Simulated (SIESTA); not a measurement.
Band structure of AlSn (P-6m2, 2 atoms in the cell).

```
AlSn
1.0
    4.19811     0.00000     0.00000
   -2.09905     3.63567     0.00000
    0.00000     0.00000     3.30685
Al Sn
1 1
Direct
  0.00000   0.00000   0.00000
  0.33333   0.66667   0.50000
```

Computed with SIESTA with LDA PW92, numerical atomic orbitals DZP, PseudoDojo LDA standard norm-conserving potentials (rewritten from UPF to PSML).

Settings: XC.functional = LDA; XC.authors = PW92; potentials = PseudoDojo LDA standard; PAO.BasisSize = DZP; PAO.EnergyShift = 0.005 Ry; MeshCutoff = 400 Ry; kgrid.MonkhorstPack = 7 7 8; OccupationFunction = MP; OccupationMPOrder = 0; ElectronicTemperature = 1160.45 K; MaxSCFIterations = 150; SCF.Mixer.Method = Pulay; SCF.Mixer.Weight = 0.2; SCF.Mixer.History = 8.

The starting cell comes from a database of computed structures (which also holds hypothetical and non-ambient phases and stackings), without a prior relaxation at this level. Values carry the incompleteness of an atom-centred basis.

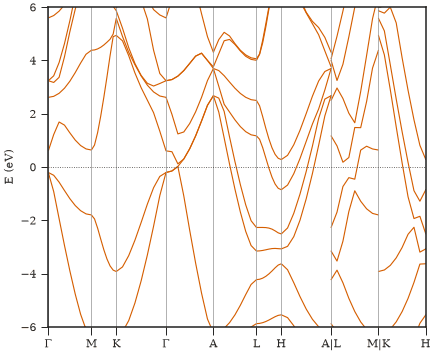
Figure. Bands along the path, energies from the Fermi level.

Levels in eV from the Fermi level, bands 5 to 10:
```json
[
 {"point": "Γ", "5": "-21.36", "6": "-10.50", "7": "-0.21", "8": "-0.21", "9": "0.60", "10": "2.61"},
 {"point": "M", "5": "-21.37", "6": "-8.72", "7": "-6.32", "8": "-1.80", "9": "0.64", "10": "4.38"},
 {"point": "K", "5": "-21.37", "6": "-8.32", "7": "-6.31", "8": "-3.92", "9": "4.94", "10": "5.58"},
 {"point": "A", "5": "-21.32", "6": "-7.52", "7": "-6.23", "8": "2.67", "9": "2.67", "10": "3.70"},
 {"point": "L", "5": "-21.31", "6": "-5.88", "7": "-4.23", "8": "-3.16", "9": "-2.27", "10": "1.17"},
 {"point": "H", "5": "-21.31", "6": "-5.55", "7": "-3.63", "8": "-3.07", "9": "-2.51", "10": "-0.85"}
]
```

Bands cross the Fermi level along this path, so the cell is metallic at this level.

Higher empty bands are left out: an atom-centred basis made for the valence describes them poorly.
